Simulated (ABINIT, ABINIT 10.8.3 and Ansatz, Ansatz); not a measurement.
# SnO2 (Cassiterite): Bethe-Salpeter spectra with ABINIT

Aim: the absorption spectrum of SnO2 (Cassiterite) with electron-hole interaction, and what each part of the kernel does.

Main program and level: ABINIT 10.8.3 and Ansatz 0.2.0; PBE and many-body steps on it, plane waves.

### 1. Set-up

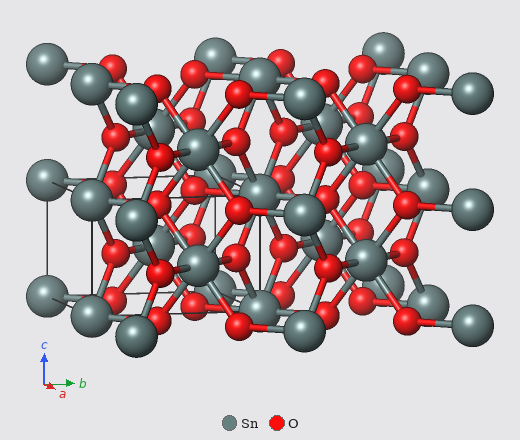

The starting structure, seen slightly off an axis (tin teal, oxygen red). 2×2×2 cells are drawn. Some periodic images of atoms are drawn too.

The cell and positions come from the Crystallography Open Database and are kept as given unless a step says otherwise.

### 2. Empty states on the mesh, 4×4×4 mesh, 75 bands

This step: ABINIT 10.8.3; DFT, PBE, plane waves, norm-conserving pseudopotentials.

The sums over transitions need many empty states on a uniform mesh; this step solves for them.

Input file run.abi:

```
acell 3*1.0 Angstrom
rprim 
  4.738000000000 0.000000000000 0.000000000000
  0.000000000000 4.738000000000 0.000000000000
  0.000000000000 0.000000000000 3.186500000000
ntypat 2
znucl 50 8
natom 6
typat 1 1 2 2 2 2
xred 
  0.000000000000 0.000000000000 0.000000000000
  0.500000000000 0.500000000000 0.500000000000
  0.307100000000 0.307100000000 0.000000000000
  0.192900000000 0.807100000000 0.500000000000
  0.692900000000 0.692900000000 0.000000000000
  0.807100000000 0.192900000000 0.500000000000
pp_dirpath "pseudos"
pseudos "Sn.upf, O.upf"
ecut 42
ngkpt 4 4 4
nshiftk 1
shiftk 0 0 0
kptopt 1
chksymbreak 0
iscf -2
irdden 1
istwfk *1
nband 75
nbdbuf 6
tolwfr 1e-09
nstep 60
prtvol 0
indata_prefix "in"
outdata_prefix "out"
tmpdata_prefix "tmp"
```

On the command line:

```bash
$ OMP_NUM_THREADS=1 mpirun -n 8 abinit run.abi > log
```

Numbers of over 12 decimals in the logs are rounded to 6 here.

Output:

```text
.Version 10.8.3 of ABINIT. v10.8.2 released Aug 2026.

 Symmetries : space group P4_2/m n m (#136); Bravais tP (primitive tetrag.)
[... echo of the input left out ...]
== DATASET  1 ==================================================================
-   mpi_nproc: 8, omp_nthreads: 1 (-1 if OMP is not activated)

--- !DatasetInfo
iteration_state: {dtset: 1, }
dimensions: {natom: 6, nkpt: 18, mband: 75, nsppol: 1, nspinor: 1, nspden: 1, mpw: 6312, }
cutoff_energies: {ecut:  42.0, pawecutdg:  -1.0, }
[...]
1.09149    1.12377    1.22145    1.22145    1.25530    1.25530    1.25938    1.28996
   1.36149    1.36149    1.38817    1.41151    1.41315    1.47453    1.49257    1.49258
   1.52015    1.52447    1.52590
 prteigrs : prtvol=0 or 1, do not print more k-points.

== END DATASET(S) ==============================================================
================================================================================

 -outvars: echo values of variables after computation  --------
            nband          75
             nkpt          18
          spgroup         136
 [... the other variables as echoed above ...]

 Calculation completed.
```

It took 32 s on 8 MPI ranks of Arm Neoverse V2, shared host; peak memory 0.67 GiB; 4.2 min of CPU time.

Numbers from this step:

```
gap                                                           : 1.284 eV
k of the valence top                                          : 0, 0, 0
k of the conduction bottom                                    : 0, 0, 0
least direct gap                                              : 1.284 eV
k points computed                                             : 18
lowest point of the top converged band, above the valence top : 31.21 eV
```

On this mesh the gap is 1.284 eV.

The density comes from a self-consistent run that is not shown.

### 3. Screening, 4×4×4 mesh, 69 bands, screening to 98 eV

The RPA dielectric matrix is built and inverted for each q.

This step: RPA screening on PBE, plane waves, norm-conserving pseudopotentials.

run.abi, as its differences from that of step 2:

```diff
@@ -24,10 +24,11 @@
 chksymbreak 0
-iscf -2
-irdden 1
 istwfk *1
-nband 75
-nbdbuf 6
-tolwfr 1e-09
-nstep 60
-prtvol 0
+occopt 1
+irdwfk 1
+optdriver 3
+nband 69
+ecuteps 3.6
+inclvkb 2
+awtr 1
+symchi 1
 indata_prefix "in"
```

Output:

```text
.Version 10.8.3 of ABINIT. v10.8.2 released Aug 2026.

 Symmetries : space group P4_2/m n m (#136); Bravais tP (primitive tetrag.)
[... echo of the input left out ...]
== DATASET  1 ==================================================================
-   mpi_nproc: 8, omp_nthreads: 1 (-1 if OMP is not activated)

--- !DatasetInfo
iteration_state: {dtset: 1, }
dimensions: {natom: 6, nkpt: 18, mband: 69, nsppol: 1, nspinor: 1, nspden: 1, mpw: 6312, }
cutoff_energies: {ecut:  42.0, pawecutdg:  -1.0, }
[...]
--------------------------------------------------------------------------------
[... chi0 elements left out ...]
 For q-point:  0.000010 0.000020 0.000030
  dielectric constant =   4.5045
  dielectric constant without local fields =   4.6997

  Average fulfillment of the sum rule on Im[epsilon] for q-point    1 :     24.38  [%]
[... wings left out ...]
  q-point number  2        q = ( 0.250000, 0.000000, 0.000000) [r.l.u.]
--------------------------------------------------------------------------------
[... chi0 elements left out ...]
  Average fulfillment of the sum rule on Im[epsilon] for q-point    2 :     37.01  [%]

 [... 16 further q-points ...]
```

Elapsed: 54 s, on 8 MPI ranks; peak memory 3.9 GiB; 7.2 min of CPU time.

Numbers from this step:

```
ε∞ with local fields, on this mesh, along the program's q direction : 4.505
the same without local fields                                       : 4.700
plasma frequency                                                    : 36.20 eV
plane waves in the screening matrix                                 : 161
```

Local fields lower ε∞ by 4 %. On a Γ-centred mesh this coarse the value itself is usually too large, while a short band sum pulls it down.

### 4. Self-energy, 4×4×4 mesh, 69 bands, screening to 98 eV

The self-energy is evaluated for the states that the input lists, and the levels follow from it, in one-shot runs by the linearised quasiparticle equation.

This step: G0W0 on PBE, plane waves, norm-conserving pseudopotentials.

run.abi, as its differences from that of step 3:

```diff
@@ -27,8 +27,15 @@
 irdwfk 1
-optdriver 3
+optdriver 4
 nband 69
+gwcalctyp 0
+ecutsigx 42
+symsigma 1
+nkptgw 1
+kptgw 
+  0.0000000000 0.0000000000 0.0000000000
+bdgw 
+  32 36
 ecuteps 3.6
-inclvkb 2
-awtr 1
-symchi 1
+irdscr 1
+ppmodel 1
 indata_prefix "in"
```

Output:

```text
.Version 10.8.3 of ABINIT. v10.8.2 released Aug 2026.

 Symmetries : space group P4_2/m n m (#136); Bravais tP (primitive tetrag.)
[... echo of the input left out ...]
== DATASET  1 ==================================================================
-   mpi_nproc: 8, omp_nthreads: 1 (-1 if OMP is not activated)

--- !DatasetInfo
iteration_state: {dtset: 1, }
dimensions: {natom: 6, nkpt: 18, mband: 69, nsppol: 1, nspinor: 1, nspden: 1, mpw: 6312, }
cutoff_energies: {ecut:  42.0, pawecutdg:  -1.0, }
[...]
34   6.777 -20.351 -26.231   5.697   0.786  -0.272 -20.494  -0.144   6.633
       35   8.061 -16.498 -12.586  -2.211   0.846  -0.182 -15.059   1.439   9.500
       36  12.920 -16.302 -10.641  -3.149   0.836  -0.196 -14.202   2.100  15.019

== END DATASET(S) ==============================================================
================================================================================

 -outvars: echo values of variables after computation  --------
           etotal      0.0000000000E+00
            nband          69
             nkpt          18
          spgroup         136
 [... the other variables as echoed above ...]

 Calculation completed.
```

It took 3.9 s on 8 MPI ranks; peak memory 2 GiB; 30 s of CPU time.

Numbers from this step:

```yaml
g0w0_gap_on_the_points_computed: 2.867 eV
starting_gap_on_the_mesh: 1.284 eV
k_of_the_valence_top: 0, 0, 0
k_of_the_conduction_bottom: 0, 0, 0
least_direct_g0w0_gap_on_the_computed_points: 2.867 eV
```

The gap on the mesh goes from 1.28 eV to 2.87 eV, a correction of +1.58 eV.

The gap opens by 1.583 eV; the next steps shift the empty bands rigidly by 1.583 eV.

### 5. Excitons

Light makes an electron and a hole together. The Bethe-Salpeter equation adds their screened attraction and their exchange, in a window of bands around the gap.

This step: Bethe-Salpeter equation on PBE with a scissors shift, plane waves, norm-conserving pseudopotentials.

run.abi, as its differences from that of step 4:

```diff
@@ -27,15 +27,17 @@
 irdwfk 1
-optdriver 4
-nband 69
-gwcalctyp 0
-ecutsigx 42
-symsigma 1
-nkptgw 1
-kptgw 
-  0.0000000000 0.0000000000 0.0000000000
-bdgw 
-  32 36
+optdriver 99
+bs_calctype 1
+mbpt_sciss 1.583 eV
+bs_loband 24
+nband 36
+bs_exchange_term 1
+bs_coulomb_term 11
+bs_coupling 0
+bs_algorithm 1
+bs_freq_mesh 0 9 0.05 eV
+zcut 0.15 eV
 ecuteps 3.6
+ecutwfn 21
+inclvkb 2
 irdscr 1
-ppmodel 1
 indata_prefix "in"
```

Output:

```text
.Version 10.8.3 of ABINIT. v10.8.2 released Aug 2026.

 Symmetries : space group P4_2/m n m (#136); Bravais tP (primitive tetrag.)
[... echo of the input left out ...]
== DATASET  1 ==================================================================
-   mpi_nproc: 8, omp_nthreads: 1 (-1 if OMP is not activated)

--- !DatasetInfo
iteration_state: {dtset: 1, }
dimensions: {natom: 6, nkpt: 18, mband: 36, nsppol: 1, nspinor: 1, nspden: 1, mpw: 2241, }
cutoff_energies: {ecut:  21.0, pawecutdg:  -1.0, }
electrons: {nelect:   6.80000000E+01, charge:   0.00000000E+00, occopt:   1.00000000E+00, tsmear:   1.00000000E-02, }

 Exciton: Calculation of dielectric properties by solving the Bethe-Salpeter equation
 in frequency domain and reciprocal space on a transitions basis set.
 Based on a program developed by L. Reining, V. Olevano, F. Sottile,
 S. Albrecht, and G. Onida. Incorporated in ABINIT by M. Giantomassi.

.Using double precision arithmetic ; gwpc =  8

[... cell and pseudopotentials left out ...]
--------------------------------------------------------------------------------

 ==== K-mesh for the wavefunctions ====
 Number of points in the irreducible wedge :    18
[... list of points left out ...]
 Together with 16 symmetry operations and time-reversal symmetry
 yields    64 points in the full Brillouin Zone.

 ==== Q-mesh for the screening function ====
 Number of points in the irreducible wedge :    18
[... list of points left out ...]
 Together with 16 symmetry operations and time-reversal symmetry
 yields    64 points in the full Brillouin Zone.

 vcoul_init : cutoff-mode = AUXILIARY_FUNCTION
 q-points for optical limit:   1
     1)      0.000010    0.000020    0.000030
 setmesh: FFT mesh size selected  =    30x   30x   20
          total number of points  =        18000

 ==== Fundamental parameters for the solution of the Bethe-Salpeter equation: ====
 Algorithm: Direct diagonalization.
 Dimension of the v, W matrices,  npweps  = 161
 Cutoff for the wavefunctions,    npwwfn  = 2241
 Number of k-points in the IBZ,   nkibz   = 18
 Highest empty band included,     nband   = 36
 === Spin UP ===
 Number of resonant transitions          1408
 Lowest occupied state                   24
 Highest occupied state                  34
 Lowest unoccupied state                 35
 Highest unoccupied state                36
 Minimum frequency [eV]           Emin    =   0.00
 Maximum frequency [eV]           Emax    =   9.00
 Frequency step [eV]              dE      =   0.05
 Lorentzian broadening [eV]       eta     =   0.15
 RPA L0 with KS energies and KS wavefunctions
 Scissors operator energy [eV] =          1.58
 Local fields effects (v term) included
 Excitonic effects (W term) included
 Full W_GG' included
 W is read from an external SCR file
 Resonant-only calculation (Hermitian case)

 Calculating epsilon_Macro(q-->0,w), along the following directions:
 q = (  1.424997  0.000000  0.000000) [r.l.u.]
 q = (  0.000000  1.424997  0.000000) [r.l.u.]
 q = (  0.000000  0.000000  0.958369) [r.l.u.]
 q = (  1.424997  0.000000  0.000000) [r.l.u.]
 q = (  0.000000  1.424997  0.000000) [r.l.u.]
 q = (  0.000000  0.000000  0.958369) [r.l.u.]
 Number of electrons calculated from density =   67.8585; Expected =   68.0000
 average of density, n =  0.140573
 r_s =    1.1931
 omega_plasma =   36.1666 [eV]

. Writing resonant excitonic Hamiltonian on file out_BSR; file size=   0.01 [Gb].
 Direct diagonalization of the resonant excitonic Hamiltonian, Matrix size= 1408
. Using LAPACK sequential version.
 Excitonic eigenvalues in eV up to n=   32
   2.35905   3.12110   3.12125   3.59279   3.59283   3.84702   3.94384   3.94402
   3.99617   4.30210   4.35984   4.36037   4.37440   4.38462   4.39096   4.76321
   4.76324   4.83853   4.87755   4.87852   4.88771   4.88843   4.91917   4.92039
   4.92586   4.92589   4.92688   5.17372   5.19533   5.19545   5.22904   5.23730

 First excitonic eigenvalue=    2.36 [eV]
 Last  excitonic eigenvalue=   14.71 [eV]

 GW  direct gap       2.87  0.00 [eV]
 EXC direct gap       2.36  0.00 [eV]
 EXC binding energy   0.51  0.00 [eV]

 Excitonic eigenvalues up to the GW energy gap [eV]
  1 (  2.36  0.00)

 Macroscopic dielectric function:
 omega [eV] <KS_RPA_nlf>  <GW_RPA_nlf>  <BSE>
   0.0000   2.9371   0.0000   2.4560   0.0000   2.7146   0.0000
   0.0500   2.9374   0.0020   2.4561   0.0006   2.7148   0.0010
   0.1000   2.9384   0.0039   2.4564   0.0011   2.7153   0.0019
   0.1500   2.9400   0.0059   2.4569   0.0017   2.7161   0.0029
   0.2000   2.9423   0.0079   2.4575   0.0022   2.7172   0.0039
   0.2500   2.9452   0.0100   2.4583   0.0028   2.7187   0.0049
   0.3000   2.9489   0.0121   2.4594   0.0034   2.7204   0.0059
   0.3500   2.9532   0.0143   2.4606   0.0040   2.7226   0.0069
   0.4000   2.9582   0.0165   2.4620   0.0045   2.7250   0.0079
   0.4500   2.9640   0.0189   2.4636   0.0051   2.7278   0.0090

 Writing KS-RPA macroscopic dielectric function without local fields to file: out_RPA_NLF_MDF
 Writing GW-RPA macroscopic dielectric function without local fields to file: out_GW_NLF_MDF
 Writing EXC Macroscopic dielectric function to file: out_EXC_MDF

== END DATASET(S) ==============================================================
================================================================================

 -outvars: echo values of variables after computation  --------
           etotal      0.0000000000E+00
            nband          36
             nkpt          18
          spgroup         136
 [... the other variables as echoed above ...]

 Calculation completed.
```

Wall time 32 s (8 MPI ranks); peak memory 1.3 GiB.

This step gave:

```
direct gap of the transition levels                            : 2.867 eV
transitions in the window                                      : 1408
first strong exciton (over a fiftieth of the strongest listed) : 3.121 eV
lowest state                                                   : 2.359 eV
binding of the lowest state below the direct gap               : 0.5080 eV
Coulomb term of one mesh cell                                  : 0.5468 eV
```

The binding is 0.93 times the screened Coulomb term of one mesh cell (0.55 eV), so it is not shown settled.

The lowest state lies at 2.359 eV, 0.508 eV under the direct gap.

Lines within 3 meV are set at the lowest of them, and the highest group, which the list may cut short, is left out; lines within 3 meV are set at the lowest of them, and the highest group, which the list may cut short, is left out. Lines of the exciton spectrum (strongest = 100):

```csv
position (eV),lines merged,"oscillator strength, relative"
2.359,1,0.0
3.121,2,100
3.593,2,0.0
3.847,1,0.0
3.944,2,0.2
3.996,1,0.0
4.302,1,0.0
4.360,2,57
4.374,1,0.0
4.385,1,66
```

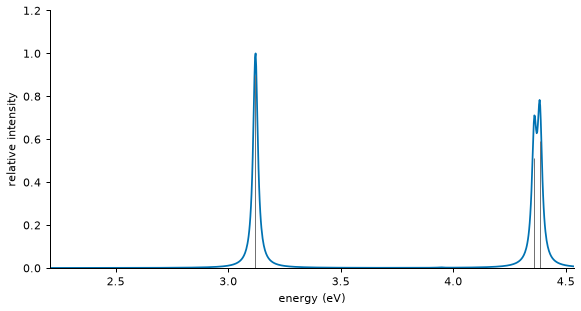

The exciton spectrum, broadened with Lorentzians of width 0.025 eV; bars mark the lines.

The ε₂ has structure finer than the step of the table below, so its rows give means over 0.5 eV, whole bins alone (the curve runs from 0 to 9 eV). Peaks (eV: height): BSE 3.10: 2.92, 4.35: 3.65, 6.00: 3.43, 7.00: 2.72, 8.20: 3.69; no electron-hole interaction 3.65: 2.20, 4.90: 2.50, 6.80: 2.94, 7.55: 2.94, 8.75: 4.00; Kohn-Sham, no shift 2.05: 2.22, 3.30: 2.48, 5.20: 2.93, 5.95: 2.95, 7.20: 4.00, 8.85: 2.05.

Mean over the three Cartesian directions of q; broadening 0.15 eV; transition window only. Limits: finite bands, cutoff and mesh; no spin-orbit coupling; coarse k mesh; exciton not shown settled in the k mesh. ε₂ against photon energy; means over each step:

```csv
photon energy (eV),BSE,no electron-hole interaction,"Kohn-Sham, no shift"
0.5,0.0101,0.00574,0.0218
1.0,0.0225,0.0123,0.0597
1.5,0.0415,0.0210,0.213
2.0,0.0809,0.0347,1.38
2.5,0.230,0.0635,0.409
3.0,1.72,0.171,0.798
3.5,0.711,1.27,1.48
4.0,0.878,0.549,0.877
4.5,2.28,0.561,0.974
5.0,1.07,1.61,2.27
5.5,1.61,0.877,2.48
6.0,3.03,0.937,2.48
6.5,2.15,1.99,2.56
7.0,2.45,2.56,3.47
7.5,2.73,2.57,3.36
8.0,3.38,2.41,2.24
8.5,3.15,3.29,1.40
```

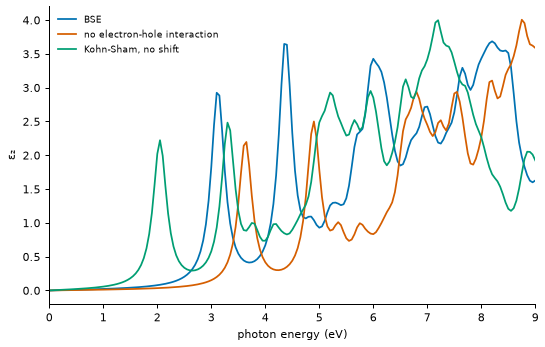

ε₂, plotted against photon energy.

### 6. Triplet (no exchange term)

run.abi, as its differences from that of step 5:

```diff
@@ -30,5 +30,5 @@
 mbpt_sciss 1.583 eV
-bs_loband 24
+bs_loband 27
 nband 36
-bs_exchange_term 1
+bs_exchange_term 0
 bs_coulomb_term 11
@@ -36,3 +36,3 @@
 bs_algorithm 1
-bs_freq_mesh 0 9 0.05 eV
+bs_freq_mesh 0 7 0.05 eV
 zcut 0.15 eV
```

Output:

```text
.Version 10.8.3 of ABINIT. v10.8.2 released Aug 2026.

 Symmetries : space group P4_2/m n m (#136); Bravais tP (primitive tetrag.)
[... echo of the input left out ...]
== DATASET  1 ==================================================================
-   mpi_nproc: 8, omp_nthreads: 1 (-1 if OMP is not activated)

--- !DatasetInfo
iteration_state: {dtset: 1, }
dimensions: {natom: 6, nkpt: 18, mband: 36, nsppol: 1, nspinor: 1, nspden: 1, mpw: 2241, }
cutoff_energies: {ecut:  21.0, pawecutdg:  -1.0, }
electrons: {nelect:   6.80000000E+01, charge:   0.00000000E+00, occopt:   1.00000000E+00, tsmear:   1.00000000E-02, }

 Exciton: Calculation of dielectric properties by solving the Bethe-Salpeter equation
 in frequency domain and reciprocal space on a transitions basis set.
 Based on a program developed by L. Reining, V. Olevano, F. Sottile,
 S. Albrecht, and G. Onida. Incorporated in ABINIT by M. Giantomassi.

.Using double precision arithmetic ; gwpc =  8

[... cell and pseudopotentials left out ...]
--------------------------------------------------------------------------------

 ==== K-mesh for the wavefunctions ====
 Number of points in the irreducible wedge :    18
[... list of points left out ...]
 Together with 16 symmetry operations and time-reversal symmetry
 yields    64 points in the full Brillouin Zone.

 ==== Q-mesh for the screening function ====
 Number of points in the irreducible wedge :    18
[... list of points left out ...]
 Together with 16 symmetry operations and time-reversal symmetry
 yields    64 points in the full Brillouin Zone.

 vcoul_init : cutoff-mode = AUXILIARY_FUNCTION
 q-points for optical limit:   1
     1)      0.000010    0.000020    0.000030
 setmesh: FFT mesh size selected  =    30x   30x   20
[...]
q = (  0.000000  0.000000  0.958369) [r.l.u.]
 Number of electrons calculated from density =   67.8585; Expected =   68.0000
 average of density, n =  0.140573
 r_s =    1.1931
 omega_plasma =   36.1666 [eV]

. Writing resonant excitonic Hamiltonian on file out_BSR; file size=   0.01 [Gb].
 Direct diagonalization of the resonant excitonic Hamiltonian, Matrix size= 1024
. Using LAPACK sequential version.
 Excitonic eigenvalues in eV up to n=   32
   2.34480   3.10930   3.10951   3.58285   3.58293   3.81070   3.93552   3.93574
   3.99539   4.29715   4.34334   4.34407   4.37132   4.37302   4.38761   4.74432
   4.74434   4.83159   4.86312   4.87539   4.87631   4.88619   4.91130   4.91174
   4.92375   4.92533   4.92535   5.16087   5.16884   5.17106   5.21885   5.22678

 First excitonic eigenvalue=    2.34 [eV]
 Last  excitonic eigenvalue=   12.03 [eV]

 GW  direct gap       2.87  0.00 [eV]
 EXC direct gap       2.34  0.00 [eV]
 EXC binding energy   0.52  0.00 [eV]

 Excitonic eigenvalues up to the GW energy gap [eV]
  1 (  2.34  0.00)

 Macroscopic dielectric function:
 omega [eV] <KS_RPA_nlf>  <GW_RPA_nlf>  <BSE>
   0.0000   2.7139   0.0000   2.2665   0.0000   2.5201   0.0000
   0.0500   2.7142   0.0019   2.2666   0.0005   2.5202   0.0010
   0.1000   2.7151   0.0038   2.2669   0.0011   2.5207   0.0019
[...]
0.4000   2.7345   0.0162   2.2722   0.0043   2.5305   0.0079
   0.4500   2.7402   0.0184   2.2738   0.0049   2.5333   0.0090

 Writing KS-RPA macroscopic dielectric function without local fields to file: out_RPA_NLF_MDF
 Writing GW-RPA macroscopic dielectric function without local fields to file: out_GW_NLF_MDF
 Writing EXC Macroscopic dielectric function to file: out_EXC_MDF

== END DATASET(S) ==============================================================
================================================================================

 -outvars: echo values of variables after computation  --------
           etotal      0.0000000000E+00
            nband          36
             nkpt          18
          spgroup         136
 [... the other variables as echoed above ...]

 Calculation completed.
```

Run time: 18 s. Hardware: 8 MPI ranks; peak memory 1.1 GiB.

The lowest triplet lies at 2.345 eV; without spin-orbit coupling triplets are dark, so no spectrum is read.

(Continued in part 2 of 3.)

[Paths, hosts, dates, memory and timing lines, banners, echoed tables and standing remarks are left out of the program output.]

[Logs are printed without paths, hosts, clocks, repeated set-up lines and the standing remarks that a program may print on its own settings, such as how far it seeks lower states.]

[Runs of the session that timed out or met a known fault of the program may be left out.]

[Hosts, paths, dates, database ids (printed as entryN), source tags and the programs' standing remarks are cut or masked in the printed files.]

[G0W0 gaps are taken among the corrected bands and points alone; a level outside them can change the order at an edge.]

[Where Ansatz stands beside ABINIT at settings called matched, ABINIT's density can come from a denser mesh and the files from another edition; pairs whose starting gaps differed by over 0.03 eV were left out, so agreement reads better than it is.]
